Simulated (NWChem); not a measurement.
# triplet SO2F2: levels of theory compared

Aim: a comparison of 3 runs (UCAM-B3LYP/6-311+G**, U-wB97X/6-311+G**, UB2PLYP/6-311+G**) of triplet SO2F2. 

The results are computed with NWChem 7.3.0.

### 1 The molecule

The species is SO2F2 (5 atoms), meant as a triplet with charge 0. As SMILES of the parent species, `O=S(=O)(F)F`. The shape is that of a PBE0-D4/def2-TZVP optimisation. That shape belongs to the parent species and isn't relaxed for this state.

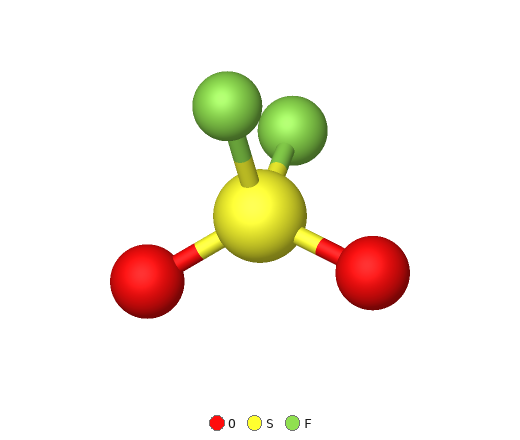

The structure, seen from a chosen angle (oxygen red, sulfur yellow, fluorine green).

### 2 The energy at UCAM-B3LYP/6-311+G(d,p) (run 1)

The input, nw.nw:

```
start nw
title "F2O2S CAM-B3LYP"
memory 2200 mb
geometry units angstrom noautosym nocenter noautoz
  O       -0.388200      -0.151100       1.421700
  S        0.070900      -0.096900       0.095900
  O        1.129600      -0.862200      -0.418700
  F       -1.140900      -0.267600      -0.837400
  F        0.328600       1.377800      -0.261400
end
basis spherical bse
  * library 6-311+G**
end
dft
  xc xcamb88 1.00 lyp 0.81 vwn_5 0.19 hfexch 1.00
  cam 0.33 cam_alpha 0.19 cam_beta 0.46
  mult 3
  grid fine
  convergence energy 1e-08
  direct
  iterations 100
  mulliken
  print low
end
task dft energy
```

Launch:

```bash
$ nwchem nw.nw > nw.out
```

The program printed:

```text
[...]
 d= 0,ls=0.0,diis     1   -747.6944513684 -1.04D+03  9.05D-02  8.84D-01     8.5
[...]
 d= 0,ls=0.0,diis    15   -747.9883972084 -7.01D-09  5.77D-06  2.15D-10   128.3
[...]
         Total DFT energy =     -747.988397208406
      One electron energy =    -1611.582399550018
           Coulomb energy =      635.634539288652
    Exchange-Corr. energy =      -63.876639236255
 Nuclear repulsion energy =      291.836102289215
[...]
      Total Density - Mulliken Population Analysis
     ---------------------------------------------
    Atom       Charge   Shell Charges
 -----------   ------   -------------------------------------------------------
    1 O    8     7.78   1.08  0.91  0.95  1.07  1.99  0.82  1.28 -0.30 -0.05  0.02
    2 S   16    16.34   0.78  1.19  0.94  1.05  1.16  0.65  1.85  4.02  0.97  1.64  0.81  0.49  0.03  0.76
    3 O    8     7.78   1.08  0.91  0.95  1.07  1.99  0.82  1.28 -0.30 -0.05  0.02
    4 F    9     9.05   1.08  0.92  1.18  1.10  2.34  0.87  1.70 -0.13 -0.01  0.01
    5 F    9     9.05   1.08  0.92  1.18  1.10  2.34  0.87  1.70 -0.13 -0.01  0.01
[...]
      <S2> =      2.0146 (Exact =     2.0000)
[...]
```

It took 2.2 min on 1 thread of Intel Xeon Platinum 8488C (Sapphire Rapids), shared host; peak memory 0.11 GiB.

### 3 The energy at U-wB97X/6-311+G(d,p) (run 2)

The input, run.py:

```python
from ase import Atoms
from ase.calculators.nwchem import NWChem

atoms = Atoms(['O', 'S', 'O', 'F', 'F'], positions=[
    [-0.388200, -0.151100, 1.421700],
    [0.070900, -0.096900, 0.095900],
    [1.129600, -0.862200, -0.418700],
    [-1.140900, -0.267600, -0.837400],
    [0.328600, 1.377800, -0.261400],
])

calc = NWChem(
    label='job',
    theory='dft',
    memory='2200 mb',
    basis='6-311+G**',
    basispar='spherical bse',
    dft={'xc': 'wb97x', 'mult': '3', 'grid': 'fine', 'convergence': 'energy 1e-08', 'iterations': '100', 'mulliken': None},
    task='energy',
)
atoms.calc = calc

e = atoms.get_potential_energy()
print(f"E = {e:.6f} eV")
```

Launch:

```bash
$ export ASE_NWCHEM_COMMAND="nwchem PREFIX.nwi > PREFIX.nwo"
$ python run.py
```

The program printed:

```text
E = -20353.303828 eV
```

The calculator wrote job.nwi:

```
title "job"

permanent_dir job

scratch_dir job

start job

geometry units angstrom nocenter noautosym noautoz
  O  -3.8819999999999999e-01 -1.5110000000000001e-01 1.4217000000000000e+00
  S  7.0900000000000005e-02 -9.6900000000000000e-02 9.5899999999999999e-02
  O  1.1295999999999999e+00 -8.6219999999999997e-01 -4.1870000000000002e-01
  F  -1.1409000000000000e+00 -2.6760000000000000e-01 -8.3740000000000003e-01
  F  3.2860000000000000e-01 1.3777999999999999e+00 -2.6140000000000002e-01
end

memory 2200 mb

basis spherical bse noprint
   * library 6-311+G**
end

dft
  xc wb97x
  mult 3
  grid fine
  convergence energy 1e-08
  iterations 100
  mulliken
end

task dft energy
```

job.nwo:

```text
Northwest Computational Chemistry Package (NWChem) 7.3.0
             --------------------------------------------------------

           Job information
           ---------------

    nwchem branch   = 7.3.0
    use scalapack   = T
    input           = job.nwi
    prefix          = job.
    data base       = job/job.db
    status          = startup
    nproc           =        1

           Memory information
           ------------------

[... 5 lines left out ...]
    hardfail = no
[... 38 lines left out ...]
            Nuclear Dipole moment (a.u.)
[... 79 lines left out ...]
          Convergence on density requested:  1.00D-05
[... 32 lines left out ...]
          Convergence aids based upon iterative change in
[... 29 lines left out ...]
 2-e energy   =     575.752895
[... 54 lines left out ...]
           Coulomb energy =      635.922805716008
[... 842 lines left out ...]
                     DFT Final Beta Molecular Orbital Analysis
[... 952 lines left out ...]
     Multipole analysis of the density
     ---------------------------------

     L   x y z        total         alpha         beta         nuclear
     -   - - -        -----         -----         ----         -------
     0   0 0 0     -0.000000    -26.000000    -24.000000     50.000000

     1   1 0 0      0.019861     -0.123880      0.606912     -0.463172
[... 8 lines of this table left out ...]
     2   0 0 2    -26.514277    -61.340444    -53.184828     88.010994

 Task  times  cpu:      138.0s     wall:      138.0s
 Total times  cpu:      138.1s     wall:      138.1s
```

It took 2.3 min on 1 thread of Intel Xeon Platinum 8488C (Sapphire Rapids), shared host; peak memory 0.11 GiB.

### 4 The energy at UB2PLYP/6-311+G(d,p) (run 3)

The input, mol.xyz:

```xyz
5

O     -0.388200    -0.151100     1.421700
S      0.070900    -0.096900     0.095900
O      1.129600    -0.862200    -0.418700
F     -1.140900    -0.267600    -0.837400
F      0.328600     1.377800    -0.261400
```

The input, mol.nw:

```
start mol
memory total 2200 mb
charge 0

geometry noautosym nocenter noautoz
   load format xyz mol.xyz
end

basis "ao basis" spherical bse
   * library 6-311+G**
end

dft
   xc hfexch 0.53 becke88 0.47 lyp 0.73 mp2 0.27
   dftmp2 semidirect
   mult 3
   grid fine
   convergence energy 1e-08
   iterations 100
   mulliken
end

mp2
   freeze core 9
end

task dft energy
```

Launch:

```bash
$ nwchem mol.nw > mol.out
```

The program printed:

```text
[...]
          Wavefunction type:  spin polarized.
          No. of atoms     :     5
          No. of electrons :    50
[...]
          Charge           :     0
          Spin multiplicity:     3
[...]
          AO basis - number of functions:   118
[...]
              XC Information
              --------------
                     Hartree-Fock (Exact) Exchange  0.530
                    Becke 1988 Exchange Functional  0.470
              Lee-Yang-Parr Correlation Functional  0.730
[...]
 d= 0,ls=0.0,diis     1   -747.0952901268 -1.04D+03  8.90D-02  6.42D-01     3.0
[...]
 d= 0,ls=0.0,diis    17   -747.3550015290 -1.98D-09  1.83D-06  5.93D-11    43.5
[...]
         Total DFT energy =     -747.355001529024
      One electron energy =    -1611.184480655823
           Coulomb energy =      635.265516699070
    Exchange-Corr. energy =      -63.272139861486
 Nuclear repulsion energy =      291.836102289215
[...]
      Total Density - Mulliken Population Analysis
     ---------------------------------------------
    Atom       Charge   Shell Charges
 -----------   ------   -------------------------------------------------------
    1 O    8     7.75   1.08  0.91  0.93  1.08  2.02  0.82  1.30 -0.35 -0.06  0.02
    2 S   16    16.32   0.78  1.19  0.94  1.04  1.14  0.66  1.85  4.04  0.92  1.63  0.79  0.55  0.03  0.75
    3 O    8     7.75   1.08  0.91  0.93  1.08  2.02  0.82  1.30 -0.35 -0.06  0.02
    4 F    9     9.09   1.08  0.92  1.16  1.10  2.38  0.89  1.73 -0.14 -0.02  0.01
    5 F    9     9.09   1.08  0.92  1.16  1.10  2.38  0.89  1.73 -0.14 -0.02  0.01
[...]
      <S2> =      2.0309 (Exact =     2.0000)
[...]
  Basis functions       =    118
[...]
```

It took 53 s on 1 thread of Intel Xeon Platinum 8488C (Sapphire Rapids), shared host; peak memory 0.51 GiB.

### 5 Overview of the runs

```csv
run,level,frozen core orbitals,energy (Eh),⟨S²⟩,wall time
1,UCAM-B3LYP/6-311+G**,–,-747.988397,2.015,2.2 min
2,U-wB97X/6-311+G**,–,-747.970126,2.016,2.3 min
3,UB2PLYP/6-311+G**,9,-747.680642,2.031,53 s
```

### 6 What came out

```
                                                       quantity          value
                                            run 3: total energy  -747.68064 Eh
                                run 3: dipole moment (SCF part)         0.00 D
run 3: HOMO energy (SCF part's orbitals) (highest over α and β)       -3.98 eV
                                                    run 3: ⟨S²⟩          2.031
```

What this shows: Totals of different functionals can't be ranked against each other. All runs together took 5.3 min, the longest 2.3 min.
